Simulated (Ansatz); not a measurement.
# BRu4: the cost of one run

Method: DFT PBE, scalar-relativistic, plane waves, PAW, in Ansatz 0.2.0.

## Step 1: The system as given

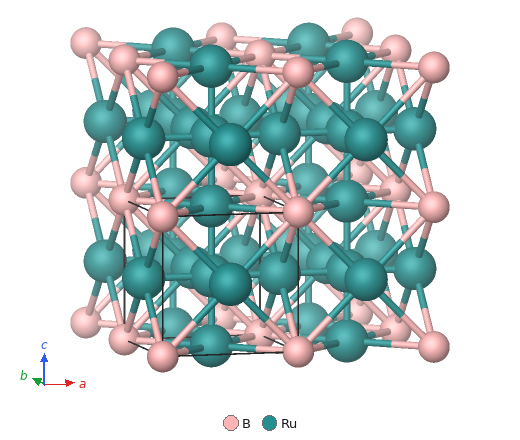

Start, viewed slightly off an axis; boron pink, ruthenium teal. 2×2×2 cells are drawn. Atoms on the faces are drawn again on the opposite ones.

Coordinates:

```xyz
5
Lattice="3.8985 0.0000 0.0000 0.0000 3.8985 0.0000 0.0000 0.0000 3.8985" Properties=species:S:1:pos:R:3 pbc="T T T"
B     0.0000    0.0000    0.0000
Ru    1.9492    1.9492    1.9492
Ru    0.0000    1.9492    1.9492
Ru    1.9492    0.0000    1.9492
Ru    1.9492    1.9492    0.0000
```

The cell is invented: random cell by space group and Wyckoff sites (Pm-3m, No. 221). Its size is a rough estimate.

## Step 2: The guess as it stands, on a coarse mesh

Contents of input.yaml:

```yaml
crystal:
  lattice:
    - [3.89849443, 0.0, 0.0]
    - [0.0, 3.89849443, 0.0]
    - [0.0, 0.0, 3.89849443]
  atoms:
    - { symbol: B, position: [0.0, 0.0, 0.0] }
    - { symbol: Ru, position: [0.5, 0.5, 0.5] }
    - { symbol: Ru, position: [0.0, 0.5, 0.5] }
    - { symbol: Ru, position: [0.5, 0.0, 0.5] }
    - { symbol: Ru, position: [0.5, 0.5, 0.0] }
basis:
  ecutwfc: 420
kpoints:
  mp_grid: { grid: [4, 4, 4] }
hamiltonian:
  xc: pbe
scf:
  occupations: { method: gaussian, width: 0.1 }
  lower_state_search: "off"
output:
  forces: true
  stress: true
  eigenvalues: true
```

Launch:

```sh
ansatz run input.yaml --threads 1 --pin off --max-ram 2560MiB --backend cpu --events-out ev --progress --plain --runs-dir out
```

What time and memory should one allow on 1 thread of Intel Xeon at 2.70GHz, shared host?

About 1.9 s, with a peak of 0.33 GiB.
